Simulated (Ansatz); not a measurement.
Input

```
crystal:
  periodic: [false, false, false]
  atoms:
    - {symbol: F, position_ang: [0.621112, -1.756876, 1.378249]}
    - {symbol: C, position_ang: [0.743784, -1.735858, -0.004379]}
    - {symbol: Si, position_ang: [0.102781, -0.086374, -0.644920]}
    - {symbol: F, position_ang: [0.253332, -0.085298, -2.235393]}
    - {symbol: C, position_ang: [0.220451, 1.457591, 0.300962]}
    - {symbol: C, position_ang: [-1.232210, 0.839179, 0.163479]}
    - {symbol: H, position_ang: [1.797025, -1.885312, -0.263437]}
    - {symbol: H, position_ang: [0.174942, -2.575053, -0.417833]}
    - {symbol: H, position_ang: [0.635622, 1.460117, 1.304200]}
    - {symbol: H, position_ang: [0.362947, 2.406018, -0.208198]}
    - {symbol: H, position_ang: [-1.675733, 0.474729, 1.085076]}
    - {symbol: H, position_ang: [-1.926855, 1.432039, -0.423904]}
basis:
  gaussian: {orbitals: def2-TZVPP}
hamiltonian: {xc: pbe0, dispersion: d4}
output: {orbitals: {seedname: orbitals}}
```

Command:

```sh
ansatz run in.yaml --threads 4 --pin off --events-out ev --progress --plain --max-ram 10444MiB
```

Geometry: PBE0-D4/def2-TZVP.

Level of theory: Ansatz 0.2.0, RKS PBE0-D4/def2-TZVPP.

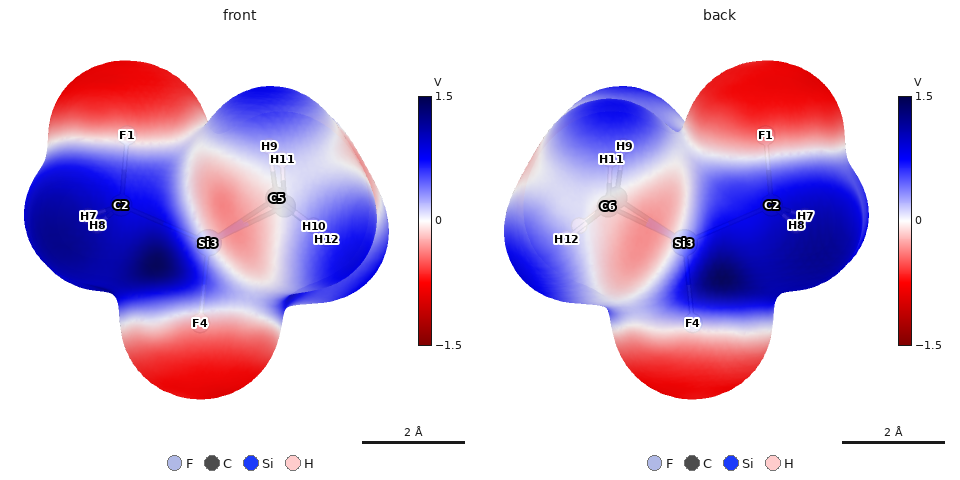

C$_{3}$H$_{6}$F$_{2}$Si (SMILES FC[Si]1(F)CC1). The molecular electrostatic potential painted on the density surface at 0.002 e/bohr³, seen from the front and from behind; red is negative and blue positive.

Q: Describe the electrostatic potential map.

A: The most negative region (about −0.8 V, or −18 kcal/mol for a unit charge) lies over F1 and F4, the most positive (about +1.4 V, or +32 kcal/mol for a unit charge) over Si3.
